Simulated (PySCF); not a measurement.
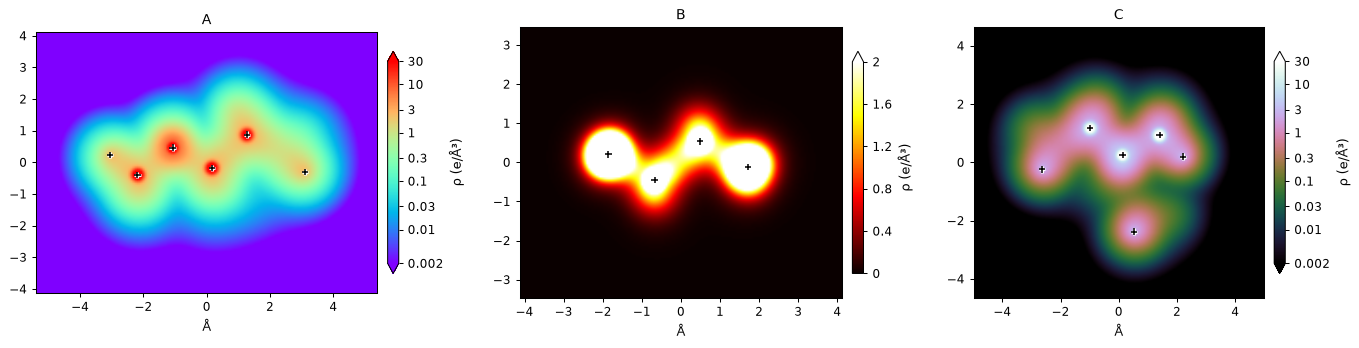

The total electron density of 3 systems, each on a plane through atoms (crosses mark nuclei in the plane).

Method: PBE0/def2-SVPD, SCF density, gas phase (PySCF 2.14.0).

System 1: C5H13N (SMILES CCN(C)CC), the plane of atoms N3, C4 and H12. Geometry: GFN2-xTB.

```xyz
19

C    -1.8431   -1.4100    0.1780
C    -1.4436   -0.0079   -0.2721
N    -0.1245    0.3598    0.2202
C     0.0356    1.7946    0.3165
C     0.9516   -0.2476   -0.5470
C     2.2345   -0.3654    0.2702
H    -2.8805   -1.6009   -0.0856
H    -1.7320   -1.4911    1.2555
H    -1.2269   -2.1732   -0.2896
H    -2.1605    0.7023    0.1476
H    -1.5061    0.0658   -1.3725
H     1.0039    2.0187    0.7581
H    -0.0264    2.2991   -0.6625
H    -0.7368    2.2018    0.9678
H     0.6368   -1.2521   -0.8336
H     1.1515    0.3187   -1.4754
H     2.6757    0.6079    0.4670
H     2.0185   -0.8458    1.2204
H     2.9625   -0.9653   -0.2706
```

System 2: C2H4F2O (SMILES OCC(F)F), the plane of atoms C2, C3 and F5. Geometry: GFN2-xTB.

| atom | x (Å) | y (Å) | z (Å) |
| --- | --- | --- | --- |
| O | -1.4460 | 0.7209 | -0.0167 |
| C | -0.5946 | -0.3867 | -0.0222 |
| C | 0.8654 | 0.0327 | -0.2150 |
| F | 1.3042 | 0.6935 | 0.8891 |
| F | 1.6607 | -1.0505 | -0.3569 |
| H | -1.2294 | 1.2852 | 0.7360 |
| H | -0.6688 | -0.9696 | 0.9057 |
| H | -0.8920 | -1.0144 | -0.8647 |
| H | 1.0141 | 0.6949 | -1.0806 |

System 3: C6H10O2, the plane of atoms C1, O2 and C3. Geometry: GFN2-xTB.

```xyz
18

C     2.5954    0.4053    0.5406
O     1.5642    0.6311   -0.3866
C     0.4578   -0.2237   -0.2503
C    -0.5346    0.0629   -1.3905
C    -1.9219   -0.3239   -0.8630
C    -1.8047   -0.1103    0.6321
O    -1.2114    1.0969    1.0096
C    -0.3915   -0.0366    1.0058
H     2.2962    0.6770    1.5587
H     3.4257    1.0371    0.2306
H     2.9139   -0.6454    0.5312
H     0.7973   -1.2765   -0.2627
H    -0.4879    1.1339   -1.5832
H    -0.2671   -0.4675   -2.3007
H    -2.1418   -1.3756   -1.0543
H    -2.7096    0.2863   -1.3027
H    -2.5671   -0.4993    1.2971
H    -0.0217   -0.3654    1.9698
```

Which map belongs to which system?

Panel A is system 3, C6H10O2: the plane holds C, O and H. C–O (1.41 Å): ρ at the midpoint is about 2.1 e/Å³, with its minimum of 1.8 e/Å³ about 0.5 Å from C. Panel B is system 2, C2H4F2O: the plane holds O, C and F. C–F (1.35 Å): the density is about 2.3 e/Å³ at the midpoint, with its minimum of 1.7 e/Å³ about 0.5 Å from C. Panel C is system 1, C5H13N: the plane holds C, N and H. C–N (1.45 Å): ρ at the midpoint is about 2 e/Å³.
